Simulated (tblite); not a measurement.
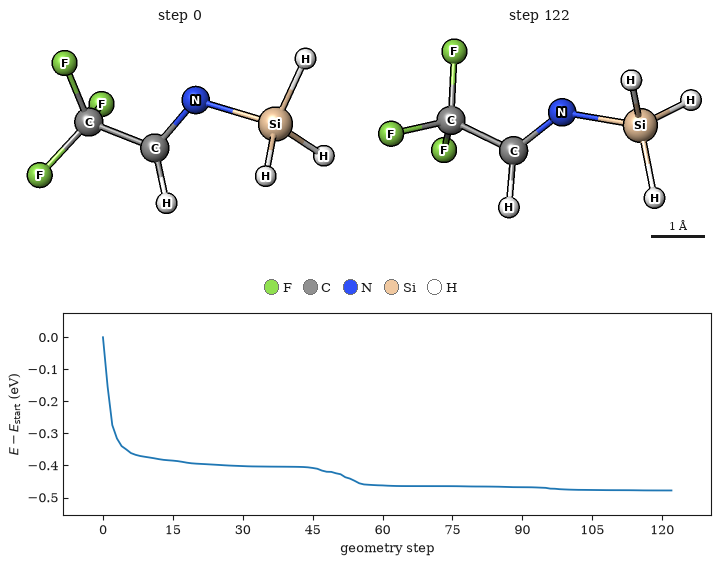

First and last geometry of a relaxation of C2H4F3NSi, with the history of the run. Style: ball-and-stick. Shown at a tilt.

Level of theory: GFN2-xTB geometry optimisation, gas phase in tblite. 

### Read the history and describe the run.

It converged. The atom that moves furthest after the best rigid fit is an H atom (1.07 Å). By element the largest moves are H 1.07 Å, F 1.05 Å, N 0.27 Å, Si 0.11 Å, C 0.08 Å. Some distances before and after: C–F 1.387 → 1.330 Å, N–Si 1.775 → 1.731 Å, C–N 1.280 → 1.239 Å, H–Si 1.483 → 1.457 Å. Bond angles that change, for instance: C–N–Si 119.4° → 134.9°, C–C–H 121.7° → 112.1°, N–Si–H 110.8° → 101.5°. Groups turn about N–Si by about 50°, C–C by about 35°. Over 122 geometry steps the energy falls by 0.478 eV.

```tsv
step	E − E(0), eV
0	0.0000
1	-0.1543
2	-0.2740
3	-0.3158
4	-0.3396
5	-0.3500
6	-0.3613
7	-0.3668
8	-0.3706
9	-0.3730
10	-0.3752
16	-0.3864
22	-0.3959
28	-0.4008
34	-0.4033
39	-0.4040
45	-0.4078
51	-0.4274
57	-0.4603
63	-0.4641
69	-0.4645
75	-0.4647
81	-0.4657
87	-0.4672
93	-0.4686
98	-0.4741
104	-0.4764
110	-0.4771
116	-0.4778
122	-0.4780
```
